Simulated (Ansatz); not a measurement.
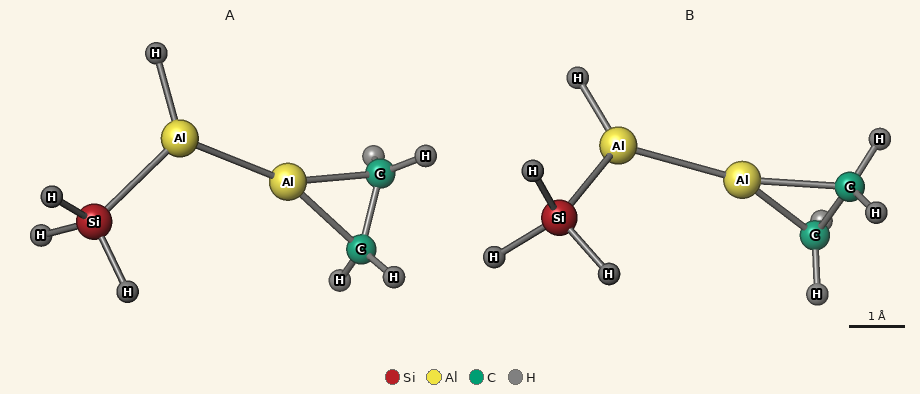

Two geometries of C2H8Al2Si (coarse preliminary run), drawn at one scale. One is the start of a relaxation, the other its converged end. Style: ball-and-stick. Shown at a tilt.

Computed with RKS PBE-D4/def2-SVP in Ansatz 0.2.0. Set-up: force threshold 0.03 eV/Å; at most 200 steps.

Which one is relaxed?

Structure B is the relaxed one. The start comes from a force field. An H atom moves most after the best rigid fit: 1.67 Å. By element the largest moves are H 1.67 Å, Al 0.93 Å, C 0.74 Å, Si 0.33 Å. Near-neighbour distances that change, for instance: Al–Si 2.296 → 2.463 Å, H–Si 1.440 → 1.511 Å, C–H 1.058 → 1.105 Å, C–C 1.468 → 1.515 Å. Bond angles that change, for instance: H–C–H 120.0° → 112.2°, Al–C–H 111.3° → 117.2°, Al–Al–C 160.6° → 155.4°. The energy falls by 20.0 kcal/mol in 16 geometry steps. Largest force component: 1.8 eV/Å at the start, 0.028 eV/Å at the end. The forces were under the threshold at step 13, but the run went on from there.
